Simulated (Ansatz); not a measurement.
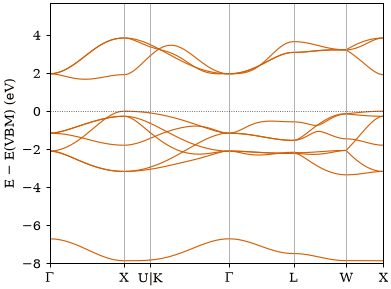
Figure: Band structure from the program Ansatz at the PBE level (PAW)

Problem. Read off the gap and where the band edges lie.

Solution. About 1.7 eV (1.68 eV by a search for the band edges); maximum at X, minimum on the Γ–X line, 48 % of the way from Γ.

The material is PbI₂ (fluorite, Fm-3m).

The cell is a constructed one: a structure type filled with these elements; neither database checked (COD, Materials Project) lists it. It is not the phase usual at ambient conditions (space group No. 164). The PBE relaxation kept the symmetry of its start; whether a distortion lowers the energy is not shown. Scalar-relativistic: spin–orbit coupling is off unless named, which matters more the heavier the elements.

Potentials: the later of the program's two PAW sets.
